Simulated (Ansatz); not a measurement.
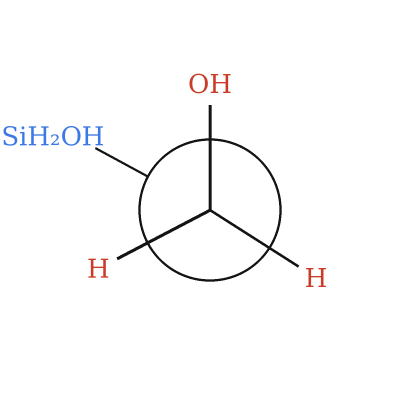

A Newman projection along the C–O bond, carbon in front; angles are drawn as computed, but eclipsed bonds slightly apart. Computed geometry: PBE0-D4/def2-TZVP optimisation. No frequency run is at hand to confirm it as a minimum.

**Which molecule is it?**

CH6O3Si, OCO[SiH2]O

**What is the torsion angle from the front OH to the back SiH2OH? The sign is positive where the front bond must turn clockwise to cover the back bond.**

−62°, synclinal (gauche).
